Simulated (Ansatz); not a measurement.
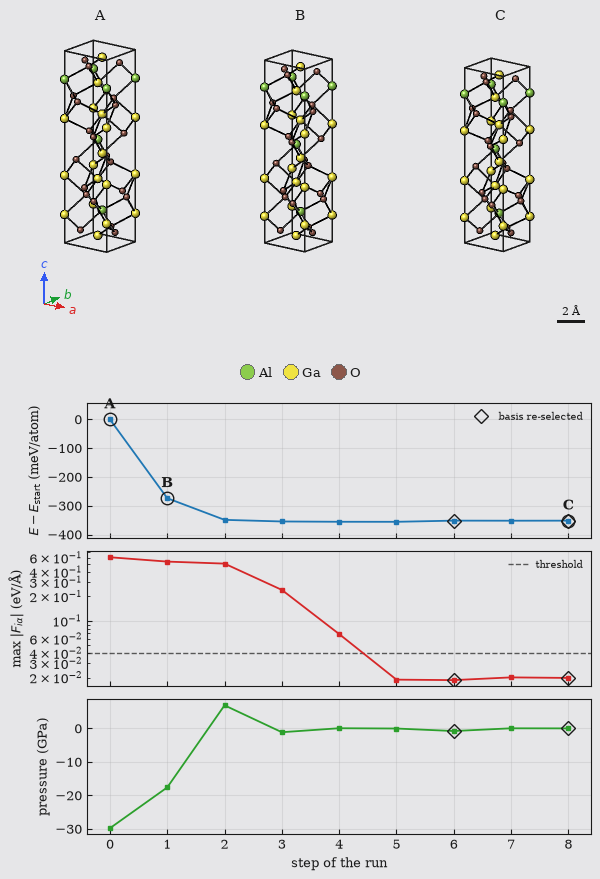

Frames of a relaxation of solid AlGa$_{3}$O$_{6}$ (a generated structure, set up in R3) (coarse preliminary run), marked on the history of the run. A ball-and-stick model of the conventional cell (3 times the calculation's cell), seen slightly off an axis. Lengths and directions refer to the drawn axes.

Level of theory: DFT PBE, scalar-relativistic, plane waves, PAW (Ansatz 0.2.0).

Input file:
```yaml
crystal:
  lattice:
    - [2.71125868, 1.56534593, 4.93427634]
    - [-2.71125868, 1.56534593, 4.93427634]
    - [0.0, -3.13069186, 4.93427634]
  atoms:
    - { symbol: Al, position: [0.85216001, 0.85216001, 0.85216001] }
    - { symbol: Ga, position: [0.64783999, 0.64783999, 0.64783999] }
    - { symbol: Ga, position: [0.14783999, 0.14783999, 0.14783999] }
    - { symbol: Ga, position: [0.35216001, 0.35216001, 0.35216001] }
    - { symbol: O, position: [0.05668002, 0.44331998, 0.75] }
    - { symbol: O, position: [0.75, 0.05668002, 0.44331998] }
    - { symbol: O, position: [0.44331998, 0.75, 0.05668002] }
    - { symbol: O, position: [0.94331998, 0.55668002, 0.25] }
    - { symbol: O, position: [0.25, 0.94331998, 0.55668002] }
    - { symbol: O, position: [0.55668002, 0.25, 0.94331998] }
basis:
  ecutwfc: 420
kpoints:
  mp_grid: { grid: [6, 6, 6] }
hamiltonian:
  xc: pbe
scf:
  occupations: { method: gaussian, width: 0.1 }
  lower_state_search: "off"
output:
  forces: true
  stress: true
  eigenvalues: true
relax:
  adjacent_minimum: "off"
  f_tol: 0.04
  max_steps: 70
  cell: { stress_tol: 0.4 }
```

Launched with:
```bash
ansatz run input.yaml --threads 4 --pin off --max-ram 8192MiB --backend cpu --events-out ev --progress --plain --runs-dir out
```

Question: What happens along the run?

Answer: The atom that moves furthest relative to the cell is Ga2 (0.098 Å along −c). By element the largest moves are Ga 0.098 Å, O 0.065 Å, Al 0.024 Å. The drawn cell changes as follows: a = b 5.423 → 4.995 Å (−7.9 %), c 14.803 → 13.494 Å (−8.8 %); the volume changes by −22.7 %. Among the contacts that change: Al1–O5 2.248 → 1.987 Å, Al1–O10 2.112 → 1.897 Å, Ga2–O10 2.112 → 1.941 Å, Ga4–O5 2.112 → 1.946 Å. Among the angles between lasting bonds that change: O5–Ga2–O9 164.3° → 157.9°, O5–Ga2–O6 79.7° → 74.7°, Ga2–O10–Ga3 132.2° → 127.3°. The space group stays R3 (No. 146). After 6 accepted moves (8 points after the start) the energy has fallen by 352 meV per atom. The largest force component goes from 0.61 to 0.02 eV/Å. The pressure goes from −29.76 to 0.03 GPa. At 2 points the geometry stayed and the basis and grid were re-selected for the new cell (energy shift of 4.1 meV per atom at most each time). From step 0 to 1: O atoms move most (0.05 Å), volume −13.2 %, energy −274 meV per atom. From step 1 to 8: Ga2 moves most (0.06 Å), volume −10.8 %, energy −78.0 meV per atom.

```
step  E − E(0), meV/atom  largest force component, eV/Å  pressure, GPa  volume, Å³/atom                      note
   0                0.00                         0.6080         -29.76           12.565                          
   1             -273.54                         0.5375         -17.58           10.901                          
   2             -348.75                         0.5077           6.92            9.455                          
   3             -354.39                         0.2407          -1.11            9.813                          
   4             -355.42                         0.0688           0.08            9.751                          
   5             -355.55                         0.0188          -0.01            9.756                          
   6             -351.46                         0.0186          -0.76            9.756  same geometry, new basis
   7             -351.74                         0.0201           0.06            9.719                          
   8             -351.56                         0.0198           0.03            9.719  same geometry, new basis
```
